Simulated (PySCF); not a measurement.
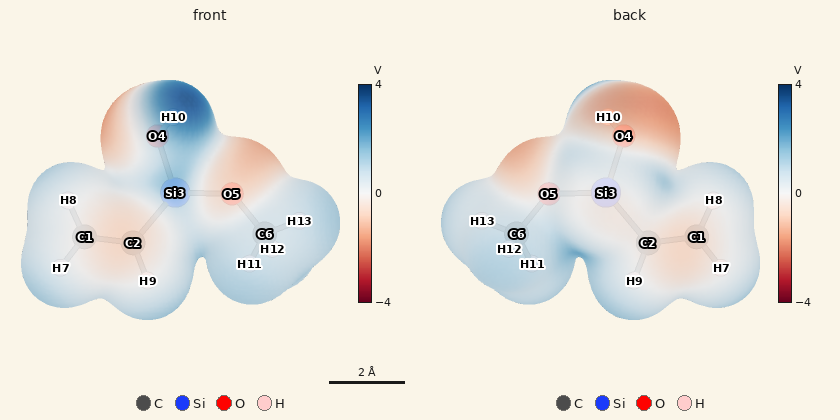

C3H7O2Si (SMILES C=C[Si](O)OC) (doublet). The molecular electrostatic potential painted on the density surface at 0.004 e/bohr³, seen from the front and from behind; the colour scale runs from red (negative) to blue (positive).

Geometry: GFN2-xTB.

The calculation used UKS B3LYP, pcH-1 on C H O Si, non-relativistic, mean-field spin-orbit, GIAO (PySCF).

```xyz
13

C     2.4703   -0.4641   -0.7856
C     1.2305   -0.6349   -0.3179
Si    0.1627    0.7315    0.3578
O     0.5421    2.2411   -0.0911
O    -1.4417    0.6240    0.0279
C    -2.2818   -0.4738    0.1759
H     3.1015   -1.2951   -1.0560
H     2.8775    0.5196   -0.9436
H     0.8883   -1.6503   -0.1476
H    -0.0061    2.6896   -0.7374
H    -1.9543   -1.3067   -0.4513
H    -2.3080   -0.8092    1.2159
H    -3.2854   -0.1710   -0.1258
```

Which sites attract a positive test charge, and which a negative one?

Answer. A positive charge is drawn to the negative regions and a negative charge to the positive ones. The most negative region (about −1.8 V, or −42 kcal/mol for a unit charge) lies over O4, the most positive (about +3.2 V, or +74 kcal/mol for a unit charge) over H10. O4 is the likeliest acceptor of a hydrogen bond.
